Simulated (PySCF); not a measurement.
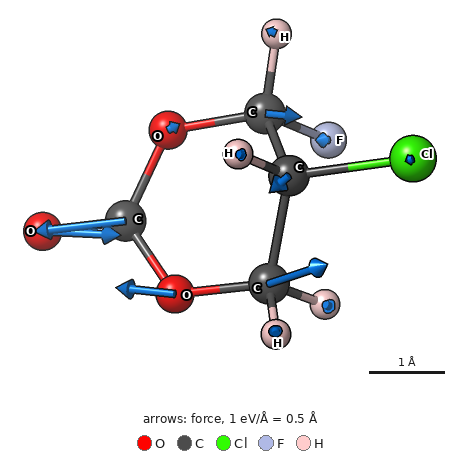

Starting geometry of C4H4ClFO3 with the computed forces as blue arrows. A ball-and-stick model, seen at a tilt.

The start comes from GFN2-xTB. Its atoms were then displaced at random by about 0.01 Å.

Theory: PySCF 2.14.0, density-fitted response routines, PBE0-D3(BJ)/def2-SVP geometry optimisation, gas phase. 

> What follows when this structure is relaxed?

It isn't relaxed: the largest force vector, on a C atom, is 2.66 eV/Å. The final displacements follow the starting forces only in part (cosine between the two patterns 0.55). Over 9 geometry steps the energy falls by 12.2 kJ/mol. An O atom moves most after the best rigid fit: 0.044 Å. By element the largest moves are O 0.044 Å, H 0.036 Å, C 0.035 Å, Cl 0.030 Å, F 0.015 Å. Near-neighbour distances that change, for instance: C–O 1.369 → 1.419 Å, C–C 1.544 → 1.511 Å, C–O 1.212 → 1.185 Å, C–F 1.376 → 1.358 Å. Among the angles between lasting bonds that change: O–C–H 109.7° → 106.8°, F–C–H 106.2° → 108.6°. Cost: 87 s on 1 thread of Arm Neoverse V2, with other jobs on the host.
